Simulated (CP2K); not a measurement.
Consider 2-methylthiopyridine at its PBE geometry (Å).

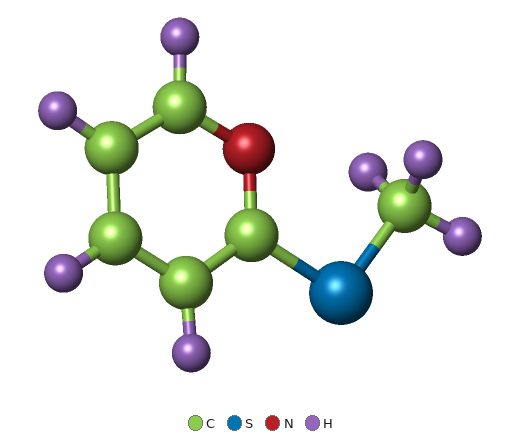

The molecule (carbon green, sulfur blue, nitrogen red, hydrogen purple).

```xyz
15

C    -2.8640    0.4947   -0.0926
S    -1.8515   -0.6095   -1.1001
C    -0.2553   -0.3202   -0.4077
C     0.8364   -1.0241   -0.9608
C     2.0994   -0.8043   -0.4305
C     2.2482    0.1066    0.6250
C     1.1080    0.7498    1.0988
N    -0.1320    0.5496    0.6072
H    -3.8914    0.3766   -0.4562
H    -2.8023    0.2160    0.9651
H    -2.5379    1.5340   -0.2105
H     0.6824   -1.7197   -1.7856
H     2.9632   -1.3325   -0.8350
H     3.2218    0.3131    1.0654
H     1.1750    1.4698    1.9176
```

Method: CP2K XAS_TDP, all-electron GAPW, PBEh(45%), aug-cc-pVDZ, TDA, GW2X-corrected core level, no relativity.

**Question.** Where do the C K-edge lines lie, and how strong are they?

Leading lines: C1 289.64 eV, C3 287.64 eV, C4 287.01 eV, C5 287.03 eV, C6 287.24 eV and C7 287.38 eV. The leading line of an atom is its first one with 35 % of the strongest within 2.5 eV of its lowest line over the strength cut. Core ionisation energies at this level: C5 292.53, C7 292.80, C4 292.00, C6 291.97, C1 292.45 and C3 293.03 eV.

The first six lines of each atom with a strength over 0.0015:

| atom | energy (eV) | states | strength, one atom | above the computed threshold |
| --- | --- | --- | --- | --- |
| C1 (bonded to S and 3 H) | 289.64 | 1 | 0.0360 |  |
|  | 290.57 | 1 | 0.0132 |  |
|  | 290.82 | 1 | 0.0017 |  |
|  | 291.20 | 1 | 0.0200 |  |
|  | 291.39 | 1 | 0.0188 |  |
|  | 291.80 | 1 | 0.0029 |  |
| C3 (bonded to C, N and S) | 287.64 | 1 | 0.0589 |  |
|  | 290.80 | 1 | 0.0336 |  |
|  | 292.05 | 1 | 0.0064 |  |
|  | 293.36 | 1 | 0.0018 | yes |
|  | 293.87 | 1 | 0.0016 | yes |
|  | 294.13 | 1 | 0.0027 | yes |
| C4 (bonded to 2 C and H) | 287.01 | 1 | 0.0467 |  |
|  | 290.03 | 1 | 0.0122 |  |
|  | 290.88 | 1 | 0.0022 |  |
|  | 291.64 | 1 | 0.0030 |  |
|  | 291.70 | 1 | 0.0035 |  |
|  | 292.38 | 1 | 0.0015 | yes |
| C5 (bonded to 2 C and H) | 287.03 | 1 | 0.0541 |  |
|  | 290.44 | 1 | 0.0115 |  |
|  | 291.74 | 1 | 0.0017 |  |
|  | 292.16 | 1 | 0.0032 |  |
|  | 292.30 | 1 | 0.0018 |  |
|  | 292.86 | 1 | 0.0020 | yes |
| C6 (bonded to 2 C and H) | 287.24 | 1 | 0.0486 |  |
|  | 289.93 | 1 | 0.0108 |  |
|  | 291.15 | 1 | 0.0017 |  |
|  | 291.58 | 1 | 0.0028 |  |
|  | 291.77 | 1 | 0.0016 |  |
|  | 292.27 | 1 | 0.0033 | yes |
| C7 (bonded to C, N and H) | 287.38 | 1 | 0.0554 |  |
|  | 290.91 | 1 | 0.0110 |  |
|  | 291.86 | 1 | 0.0028 |  |
|  | 292.36 | 2 | 0.0026 |  |
|  | 292.60 | 1 | 0.0018 |  |
|  | 293.11 | 1 | 0.0050 | yes |

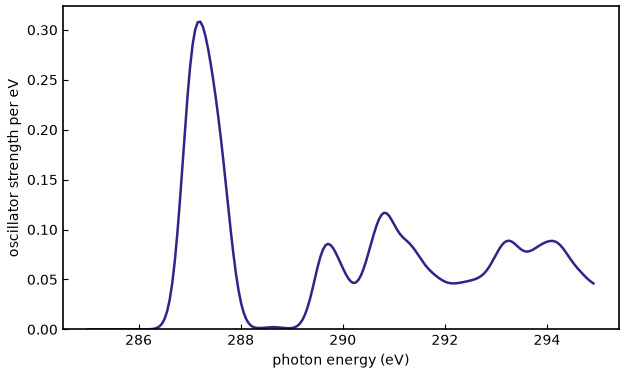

All atoms added, broadened by 0.5 eV.

Lines are vertical, at one geometry, with no vibrational structure. GW2X ionisation energies and lines can be off by 1 to 2 eV either way, and a good line position may hide errors that cancel. These values hold no scalar relativity, about 0.1 eV for C 1s. Rydberg lines, and the discretised continuum above threshold, depend on the basis and the box.

[Banner, clock and machine lines of the logs are left out without a mark of their own.]

[Logs are printed without paths, hosts, clocks, repeated set-up lines and the standing remarks that a program may print on its own settings, such as how far it seeks lower states.]

[Hosts, paths, dates, database ids (printed as entryN), source tags and the programs' standing remarks are cut or masked in the printed files.]
